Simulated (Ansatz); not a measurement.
## Electronic structure of CH₆O₂Sn in real space

Input

```
crystal:
  periodic: [false, false, false]
  atoms:
    - { symbol: Sn, position_ang: [-1.243247, 0.406354, 0.944485] }
    - { symbol: O, position_ang: [0.368748, 1.539707, 0.451529] }
    - { symbol: O, position_ang: [-0.336554, -1.033668, -0.331555] }
    - { symbol: C, position_ang: [0.945057, -1.017348, -1.117779] }
    - { symbol: H, position_ang: [1.360056, -0.028624, -0.904661] }
    - { symbol: H, position_ang: [-1.266044, -0.100458, 2.576681] }
    - { symbol: H, position_ang: [-2.715889, 0.942799, 0.27127] }
    - { symbol: H, position_ang: [0.5867, 2.266789, 1.04945] }
    - { symbol: H, position_ang: [0.705504, -1.147908, -2.183057] }
    - { symbol: H, position_ang: [1.595569, -1.827545, -0.756263] }
basis:
  gaussian: { orbitals: def2-SVP }
hamiltonian:
  xc: pbe0
  dispersion: d4
relax:
  f_tol: 0.03
  max_steps: 50
output:
  orbitals: {}
```

Launched as:

```sh
ansatz run input.yaml --threads 2 --pin off --max-ram 3072MiB --backend cpu --events-out ev --progress --plain --runs-dir out
```

The fields are those of the relaxed geometry.

Core potentials replace the inner electrons of Sn.

Theory: RKS PBE0-D4/def2-SVP (Ansatz 0.2.0).

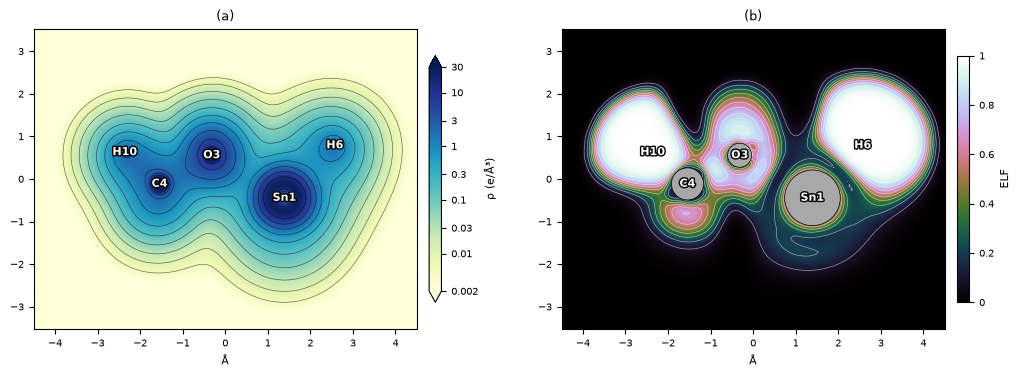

Figure 1. (a) electron density; (b) electron localisation function on the plane of atoms O3, C4 and H10. Grey discs cover the atomic cores in the ELF map.

Describe what can be read from this map.

Atoms in the plane: Sn, O, C and H. C–O (1.40 Å): the density is about 2.1 e/Å³ at the midpoint, with its minimum of 1.8 e/Å³ about 0.5 Å from C; the ELF peaks at about 0.90 between the atoms (a polar covalent bond). Sn–O (1.98 Å): ρ at the midpoint is about 0.72 e/Å³; the ELF peaks at about 0.85 in the valence shell of O, 0.6 Å from its nucleus, and drops to about 0.15 between the two atoms. C–H (1.10 Å): ρ is about 1.9 e/Å³ halfway; the ELF climbs to about 1 towards the hydrogen, as it does in any bond to H; a covalent bond by its length. Sn–H (1.71 Å): the density is about 1.1 e/Å³ at the midpoint; the ELF climbs to about 1 towards the hydrogen. The ELF also peaks beside O3, away from the bonds: lone-pair regions.

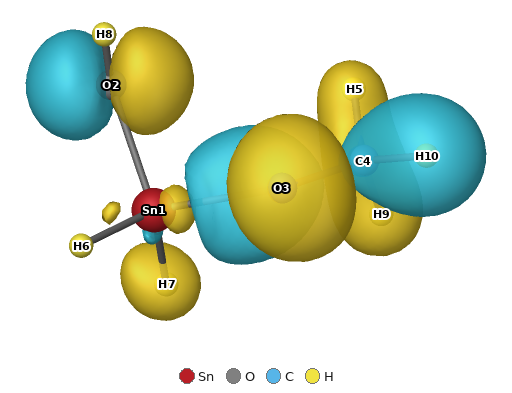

Figure 2. The HOMO−1 at ±0.1 Å⁻³ᐟ² (yellow and cyan are the two phases), seen across its widest extent.

Describe this orbital and give its energy.

It lies mainly on O3 (about 50 %), O2 (about 15 %), C4 (about 10 %), Sn1 (about 10 %) and H10 (about 10 %). Its energy is −7.89 eV.
